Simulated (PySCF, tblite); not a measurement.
# C₄H₁₀ClNSi: geometry, infrared bands and NMR shifts

Aim: predict the infrared bands and NMR shifts of C₄H₁₀ClNSi (`C/C=N\[Si](C)(C)Cl`).

Programs: tblite 0.8.0 and PySCF 2.14.0, with density-fitted response routines of our own. Each step states its level of theory. These are calculated values for one molecule in the gas phase, unless marked as measured. Atoms count from 0, in the outputs and in this text.

## 1. The molecule as given

17 atoms, charge 0, multiplicity 1; geometry from: force field or distance geometry start.

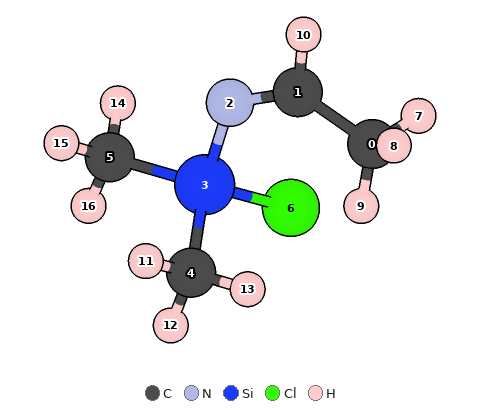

The starting geometry (carbon dark grey, nitrogen light blue, silicon blue, chlorine green, hydrogen pink), atoms numbered.

## 2. Optimising the geometry with GFN2-xTB

What the job is given:

```
{"job": {"kind": "relax", "xc": "GFN2-xTB", "basis": "xTB"}, "charge": 0, "multiplicity": 1}
C      2.374600    -0.794400    -0.331400
C      1.843000     0.236200     0.629500
N      0.679500     0.754800     0.753200
Si    -0.692300     0.418000    -0.258900
C     -1.279500    -1.291000     0.158700
C     -1.961100     1.697200     0.149400
Cl    -0.229200     0.558300    -2.244200
H      3.023800    -0.284900    -1.046700
H      2.975200    -1.516700     0.228100
H      1.582200    -1.336100    -0.855700
H      2.604400     0.611600     1.344500
H     -1.519500    -1.387000     1.217400
H     -2.191300    -1.533700    -0.398900
H     -0.527400    -2.052900    -0.089500
H     -1.587300     2.712700    -0.063100
H     -2.231700     1.667600     1.223800
H     -2.870200     1.552400    -0.426300
```

The run is started by

```
OMP_NUM_THREADS=1 python probes_run.py task.json out
```

One launch serves the whole session: the jobs run in the order shown.

What it wrote:

```text
step      E/eV     max force
  0    -622.84857    2.009
  1    -622.92691    1.707
  2    -622.94988    0.673
  3    -622.96053    0.410
  4    -622.97673    0.222
  5    -622.98300    0.237
  6    -622.99306    0.212
  7    -622.99644    0.142
  8    -622.99842    0.111
  9    -622.99994    0.114
 10    -623.00155    0.100
 11    -623.00266    0.071
 12    -623.00345    0.067
 13    -623.00434    0.102
 14    -623.00582    0.155
 15    -623.00799    0.191
 16    -623.01048    0.173
 17    -623.01280    0.159
 18    -623.01500    0.152
 19    -623.01714    0.132
 20    -623.01900    0.121
 21    -623.02037    0.087
 22    -623.02149    0.106
 23    -623.02283    0.131
 24    -623.02440    0.114
 25    -623.02563    0.082
 26    -623.02636    0.084
 27    -623.02692    0.083
 28    -623.02758    0.077
 29    -623.02847    0.088
 30    -623.02942    0.074
 31    -623.03024    0.066
 32    -623.03094    0.079
 33    -623.03163    0.096
 34    -623.03227    0.086
 35    -623.03272    0.055
 36    -623.03299    0.039
 37    -623.03320    0.045
 38    -623.03342    0.050
 39    -623.03360    0.035
 40    -623.03373    0.024
 41    -623.03384    0.024
 42    -623.03399    0.037
 43    -623.03423    0.051
 44    -623.03451    0.046
 45    -623.03475    0.034
 46    -623.03493    0.031
 47    -623.03510    0.039
 48    -623.03529    0.044
 49    -623.03550    0.038
 50    -623.03568    0.039
 51    -623.03584    0.030
 52    -623.03600    0.037
 53    -623.03620    0.033
 54    -623.03643    0.035
 55    -623.03667    0.040
 56    -623.03696    0.055
 57    -623.03732    0.072
 58    -623.03781    0.065
 59    -623.03846    0.065
 60    -623.03932    0.088
 61    -623.04048    0.109
 62    -623.04192    0.141
 63    -623.04336    0.119
 64    -623.04401    0.107
 65    -623.04055    0.231
 66    -623.04466    0.038
 67    -623.04487    0.038
 68    -623.04596    0.080
 69    -623.04649    0.055
 70    -623.04718    0.049
 71    -623.04775    0.066
 72    -623.04814    0.057
 73    -623.04864    0.054
 74    -623.04969    0.070
 75    -623.05019    0.061
 76    -623.05092    0.063
 77    -623.05132    0.083
 78    -623.05202    0.065
 79    -623.05288    0.058
 80    -623.05412    0.054
 81    -623.05436    0.049
 82    -623.05458    0.045
 83    -623.05473    0.043
 84    -623.05501    0.046
 85    -623.05533    0.062
 86    -623.05588    0.079
 87    -623.05660    0.095
 88    -623.05733    0.059
 89    -623.05780    0.046
 90    -623.05807    0.039
 91    -623.05829    0.039
 92    -623.05849    0.039
 93    -623.05864    0.020
 94    -623.05871    0.017
 95    -623.05878    0.025
 96    -623.05885    0.019
 97    -623.05897    0.025
 98    -623.05910    0.029
 99    -623.05924    0.026
100    -623.05942    0.034
101    -623.05964    0.038
102    -623.05998    0.043
103    -623.06056    0.061
104    -623.06145    0.072
105    -623.06248    0.062
106    -623.06340    0.096
107    -623.06412    0.141
108    -623.06494    0.065
109    -623.06594    0.099
110    -623.06711    0.065
111    -623.06768    0.060
112    -623.06821    0.047
113    -623.06852    0.065
114    -623.06883    0.032
115    -623.06898    0.058
116    -623.06910    0.037
117    -623.06932    0.024
118    -623.06951    0.028
119    -623.06982    0.038
120    -623.07012    0.059
121    -623.07035    0.047
122    -623.07078    0.045
123    -623.07120    0.050
124    -623.07169    0.045
125    -623.07216    0.052
126    -623.07262    0.039
127    -623.07303    0.077
128    -623.07346    0.045
129    -623.07381    0.037
130    -623.07403    0.033
131    -623.07415    0.026
132    -623.07423    0.017
133    -623.07428    0.017
134    -623.07431    0.010
135    -623.07432    0.007
```

Wall time 1.1 s (1 thread of Arm Neoverse V1, shared host); peak memory 0.18 GiB.

Step by step: (not every step is listed)

| step | energy from step 0 (eV) | largest force (eV/Å) |
| --- | --- | --- |
| 0 | 0.0000 | 2.0094 |
| 1 | -0.0783 | 1.7072 |
| 2 | -0.1013 | 0.6725 |
| 3 | -0.1120 | 0.4097 |
| 4 | -0.1282 | 0.2216 |
| 5 | -0.1344 | 0.2375 |
| 6 | -0.1445 | 0.2122 |
| 7 | -0.1479 | 0.1423 |
| 8 | -0.1499 | 0.1114 |
| 20 | -0.1704 | 0.1206 |
| 32 | -0.1824 | 0.0791 |
| 44 | -0.1859 | 0.0464 |
| 56 | -0.1884 | 0.0551 |
| 68 | -0.1974 | 0.0803 |
| 80 | -0.2056 | 0.0540 |
| 92 | -0.2099 | 0.0389 |
| 104 | -0.2129 | 0.0718 |
| 116 | -0.2205 | 0.0366 |
| 128 | -0.2249 | 0.0448 |
| 130 | -0.2255 | 0.0330 |
| 131 | -0.2256 | 0.0262 |
| 132 | -0.2257 | 0.0173 |
| 133 | -0.2257 | 0.0166 |
| 134 | -0.2257 | 0.0104 |
| 135 | -0.2257 | 0.0067 |

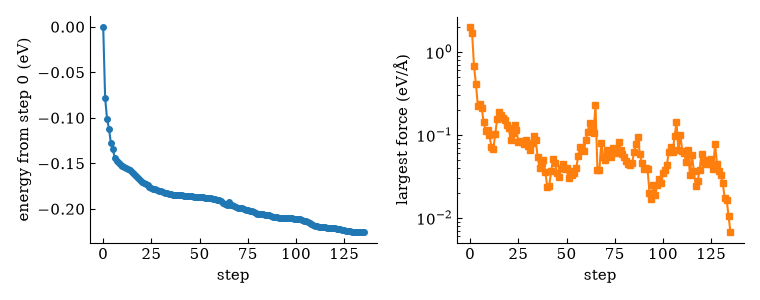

Energy and force, step by step.

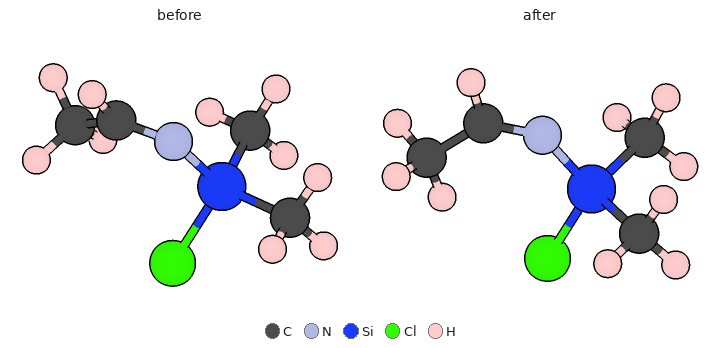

The geometry before (left) and after (right).

Close pairs (by a distance rule), those that changed most:

| bond | before (Å) | after (Å) | change (Å) |
| --- | --- | --- | --- |
| Si3–C5 | 1.847 | 1.898 | +0.051 |
| Si3–C4 | 1.855 | 1.898 | +0.043 |
| C1–N2 | 1.280 | 1.252 | -0.028 |
| C5–H15 | 1.108 | 1.084 | -0.024 |
| N2–Si3 | 1.738 | 1.716 | -0.022 |
| Si3–Cl6 | 2.043 | 2.064 | +0.021 |
| C0–C1 | 1.506 | 1.489 | -0.017 |
| C5–H14 | 1.103 | 1.086 | -0.017 |

The end geometry stands in the next job.

## 3. Harmonic vibrations with GFN2-xTB

What the job is given:

```
{"job": {"kind": "ir", "xc": "GFN2-xTB", "basis": "xTB"}, "charge": 0, "multiplicity": 1}
C      2.687037    -0.200032    -0.481004
C      1.845042    -0.027345     0.734619
N      0.597509     0.045773     0.809855
Si    -0.775806     0.013459    -0.218152
C     -1.830909    -1.450682     0.369735
C     -1.632216     1.692034     0.010762
Cl    -0.461226    -0.238490    -2.242895
H      3.367634     0.645749    -0.568548
H      3.293541    -1.098267    -0.375326
H      2.075843    -0.272169    -1.374622
H      2.401343     0.043571     1.673650
H     -1.963203    -1.419085     1.445361
H     -2.814250    -1.429159    -0.089615
H     -1.369547    -2.400761     0.118474
H     -1.019793     2.506327    -0.364353
H     -1.828187     1.880266     1.060475
H     -2.579809     1.720839    -0.518329
```

What it wrote:

```text
mode    cm-1     km/mol
  1      32.0      3.09
  2      86.5      0.01
  3      97.8      0.38
  4     106.0      4.99
  5     109.9      1.10
  6     141.6      0.30
  7     153.4      0.92
  8     169.0      6.33
  9     187.0      8.27
 10     222.0     13.68
 11     361.1     36.81
 12     408.1     49.13
 13     542.9     22.60
 14     669.8     66.35
 15     742.9     28.09
 16     763.3     11.66
 17     781.5      3.72
 18     809.8      0.01
 19     841.3    129.08
 20     848.6    197.61
 21     871.9    231.52
 22     986.0      8.44
 23    1011.5      3.48
 24    1111.3     55.85
 25    1336.3      2.26
 26    1373.1     24.88
 27    1373.6     22.70
 28    1374.8     23.53
 29    1450.4      3.64
 30    1454.0     12.21
 31    1479.1      0.51
 32    1481.4      0.49
 33    1482.3      0.55
 34    1485.6      0.54
 35    1768.4    331.60
 36    2901.4     84.73
 37    3009.7      6.67
 38    3021.3     10.01
 39    3043.6     15.25
 40    3044.5     24.82
 41    3047.9     34.09
 42    3048.8     11.40
 43    3061.1      2.22
 44    3063.9     36.84
 45    3078.2      9.31
```

Wall time 0.67 s (1 thread of Arm Neoverse V1, shared host); peak memory 0.18 GiB.

Which atoms move in the most intense modes:

| cm⁻¹ | km/mol | atoms |
| --- | --- | --- |
| 408 | 49.1 | Cl6 47 %, Si3 34 % |
| 670 | 66.3 | Si3 20 %, C5 20 %, C4 20 %, N2 13 % |
| 841 | 129.1 | Si3 22 %, H14 21 %, H13 20 %, C5 10 % |
| 849 | 197.6 | H15 20 %, H11 19 %, H13 16 %, H14 14 % |
| 872 | 231.5 | H12 19 %, H16 19 %, Si3 18 % |
| 1111 | 55.9 | C1 36 %, H9 31 %, C0 25 % |
| 1768 | 331.6 | C1 52 %, N2 46 % |
| 2901 | 84.7 | H10 93 % |

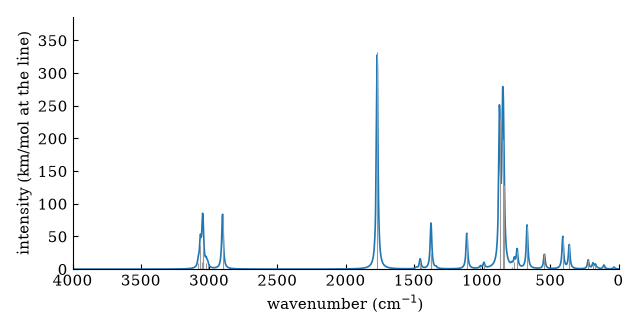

The infrared spectrum from these modes, unscaled. Lines are broadened to a width of 14 cm⁻¹ (Lorentzian).

## 4. NMR shieldings: PBE0/pcSseg-1

The job, as its differences from that of step 3:

```diff
@@ -1,2 +1,2 @@
-{"job": {"kind": "ir", "xc": "GFN2-xTB", "basis": "xTB"}, "charge": 0, "multiplicity": 1}
+{"job": {"kind": "nmr", "xc": "PBE0", "basis": "pcSseg-1"}, "charge": 0, "multiplicity": 1}
 C      2.687037    -0.200032    -0.481004
```

With the program's defaults for keys left out, this is: GIAO PBE0/pcSseg-1 NMR shielding, non-relativistic, gas phase.

What it wrote:

```text
coarse grid: 14856 points
cycle   1  E = -962.2602507122  dE =  5.868e-01  |g| = 6.042e-01  |ddm| = 3.606e+00
cycle   2  E = -962.1981123066  dE =  6.214e-02  |g| = 8.124e-01  |ddm| = 1.186e+00
cycle   3  E = -962.3424587125  dE = -1.443e-01  |g| = 1.811e-01  |ddm| = 7.599e-01
cycle   4  E = -962.3498225465  dE = -7.364e-03  |g| = 2.439e-02  |ddm| = 1.554e-01
cycle   5  E = -962.3499431863  dE = -1.206e-04  |g| = 7.612e-03  |ddm| = 2.917e-02
cycle   6  E = -962.3499577304  dE = -1.454e-05  |g| = 1.725e-03  |ddm| = 9.894e-03
cycle   7  E = -962.3499582134  dE = -4.829e-07  |g| = 5.423e-04  |ddm| = 1.804e-03
final grid: 133216 points
cycle   8  E = -962.3880458100  dE = -3.752e-05  |g| = 8.361e-03  |ddm| = 2.271e-02
cycle   9  E = -962.3880423889  dE =  3.421e-06  |g| = 9.067e-03  |ddm| = 1.463e-02
cycle  10  E = -962.3880620986  dE = -1.971e-05  |g| = 1.300e-03  |ddm| = 8.097e-03
cycle  11  E = -962.3880623944  dE = -2.959e-07  |g| = 5.049e-04  |ddm| = 1.352e-03
cycle  12  E = -962.3880624484  dE = -5.396e-08  |g| = 7.037e-05  |ddm| = 3.963e-04
cycle  13  E = -962.3880624495  dE = -1.115e-09  |g| = 1.979e-05  |ddm| = 1.017e-04
cycle  14  E = -962.3880624496  dE = -8.549e-11  |g| = 3.707e-06  |ddm| = 2.176e-05
converged SCF energy = -962.3880624496

GIAO shielding tensors (ppm)
atom      isotropic    diamagn.    paramagn.     s11        s22        s33       span
  0 C      158.267     253.641     -95.374    136.212    152.268    186.322     50.110
  1 C        5.994     251.185    -245.191    -91.315    -14.946    124.244    215.559
  2 N     -117.736     334.308    -452.044   -408.495   -150.505    205.791    614.286
  3 Si     348.452     881.374    -532.921    322.665    356.009    366.684     44.019
  4 C      182.429     255.105     -72.676    173.167    180.203    193.916     20.750
  5 C      182.336     255.105     -72.770    172.995    180.562    193.450     20.455
  6 Cl     881.793    1150.939    -269.146    791.401    879.664    974.315    182.914
  7 H       29.780      28.960       0.820     27.095     27.734     34.511      7.416
  8 H       29.771      28.910       0.861     27.110     27.687     34.516      7.406
  9 H       28.733      32.397      -3.663     22.460     28.659     35.081     12.621
 10 H       23.065      29.939      -6.873     19.837     23.869     25.490      5.653
 11 H       31.190      31.323      -0.133     26.725     28.226     38.618     11.894
 12 H       31.422      29.931       1.491     27.477     29.112     37.676     10.199
 13 H       31.223      31.536      -0.313     27.017     29.241     37.412     10.396
 14 H       31.234      31.653      -0.419     27.065     29.164     37.474     10.409
 15 H       31.187      31.267      -0.080     26.741     28.272     38.549     11.808
 16 H       31.448      29.968       1.479     27.476     29.149     37.719     10.243
```

Wall time 30 s (1 thread of Arm Neoverse V1, shared host); peak memory 0.77 GiB.

Shifts follow as δ = σ(reference) − σ, with reference shieldings (ppm) from runs at the same level and on the same kind of geometry: 1H TMS 31.72, 13C TMS 186.9, 29Si TMS 349.2, 15N NH3 267.7, 35Cl HCl 950. The references are single molecules in the gas phase, so shifts against H2O, NH3, PH3, H3PO4 or CFCl3 are not on the usual liquid scales and can be off by tens of ppm. Atoms listed in one row are averaged.

| atoms | environment | σ (ppm) | δ (ppm) | δ scaled to CDCl3 |
| --- | --- | --- | --- | --- |
| C1 | C=N carbon | 6.0 | 180.9 | 174.7 |
| C0 | methyl carbon | 158.3 | 28.7 | 26.1 |
| C4, C5 | methyl carbon bonded to Si | 182.4 | 4.5 | 2.5 |
| H10 | hydrogen on a C=N carbon | 23.07 | 8.65 | 8.26 |
| H7, H8, H9 | hydrogen on a methyl carbon | 29.43 | 2.29 | 2.26 |
| H11, H12, H13, H14, H15, H16 | hydrogen on a methyl carbon bonded to Si | 31.28 | 0.43 | 0.51 |
| N2 | imine nitrogen | -117.7 | 385.5 | – |
| Si3 | silicon bonded to 2 C, Cl, N | 348.5 | 0.7 | – |
| Cl6 | chlorine bonded to Si | 882 | 68 | – |

The scaled column applies a straight-line fit of computed shieldings to shifts measured in CDCl3, with any fitted terms for Cl, Br or S neighbours (root-mean-square error 0.16 ppm for H, 1.9 ppm for C).

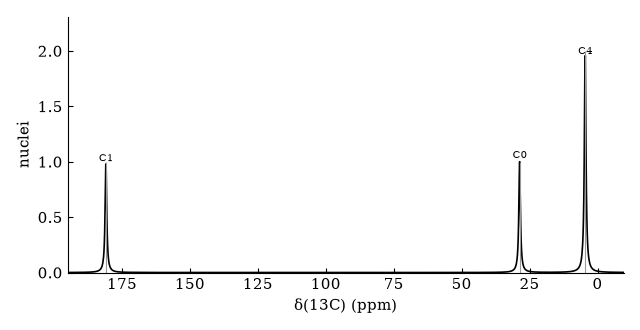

13C lines at the computed shifts, without couplings. Lines are broadened to a width of 0.71 ppm (Lorentzian).

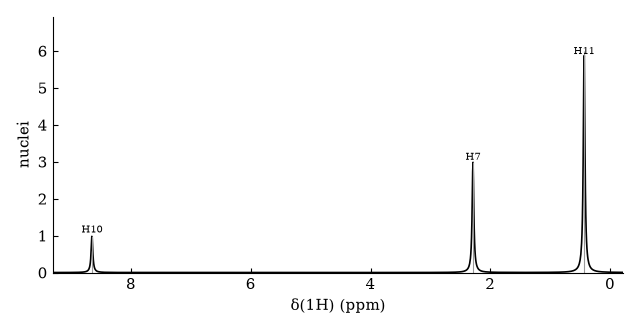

1H lines at the computed shifts, without couplings. Lines are broadened to a width of 0.03 ppm (Lorentzian).

Charges from the same density, by scheme (e):

| atoms | Mulliken | IAO | Hirshfeld | ESP fit |
| --- | --- | --- | --- | --- |
| C0 | -0.28 | -0.47 | -0.12 | -0.53 |
| C1 | 0.08 | 0.09 | 0.08 | 0.61 |
| N2 | -0.57 | -0.55 | -0.24 | -0.77 |
| Si3 | 0.98 | 1.15 | 0.42 | 0.98 |
| C4, C5 | -0.61 | -0.73 | -0.22 | -0.77 |
| Cl6 | -0.37 | -0.35 | -0.14 | -0.30 |

Hirshfeld charges:

C0 -0.12; C1 0.08; N2 -0.24; Si3 0.42; C4 -0.22; C5 -0.22; Cl6 -0.14; H7 0.06; H8 0.06; H9 0.03; H10 0.04; H11 0.05; H12 0.04; H13 0.04; H14 0.04; H15 0.05; H16 0.04

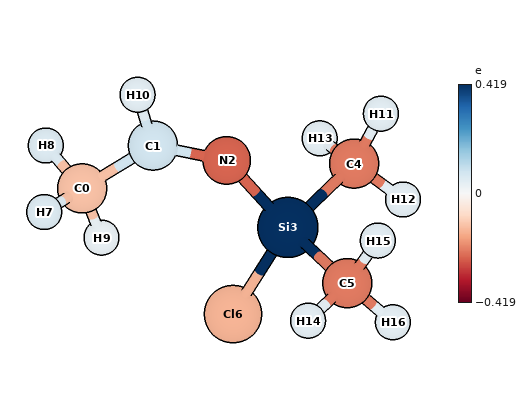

Hirshfeld charges, as colours on the atoms.

Mayer bond orders: C0–C1 1.04, C1–N2 1.91, N2–Si3 1.04, Si3–C4 0.97, Si3–C5 0.97, Si3–Cl6 0.90.

## 5. Outcome

| quantity | value |
| --- | --- |
| strongest single infrared mode (GFN2-xTB) | 1768 cm⁻¹, 332 km/mol |
| zero-point energy (GFN2-xTB) | 83.5 kcal/mol |
| 13C shifts against TMS (PBE0/pcSseg-1, means over atoms taken as alike) | 180.9, 28.7, 4.5 ppm |
| 1H shifts against TMS (PBE0/pcSseg-1, means over atoms taken as alike) | 8.65, 2.29, 0.43 ppm |
| 15N shifts against NH3 (PBE0/pcSseg-1) | 385.5 ppm |
| 29Si shifts against TMS (PBE0/pcSseg-1) | 0.7 ppm |
| 35Cl shifts against HCl (PBE0/pcSseg-1) | 68 ppm |

What this shows: The optimisation took 135 steps and gained 0.226 eV; among the close pairs (by a distance rule), Si3–C5 changed most, from 1.847 to 1.898 Å. No mode is imaginary among the 45: a minimum at this level. The strongest single mode, at 1768 cm⁻¹, moves mainly C1 and N2. GFN2-xTB is a fitted tight-binding method: band positions and strengths are rough. Its intensities can rank the bands wrongly. At PBE0/pcSseg-1: Shielding is most anisotropic at N2 (span 614 ppm, paramagnetic term -452 ppm).
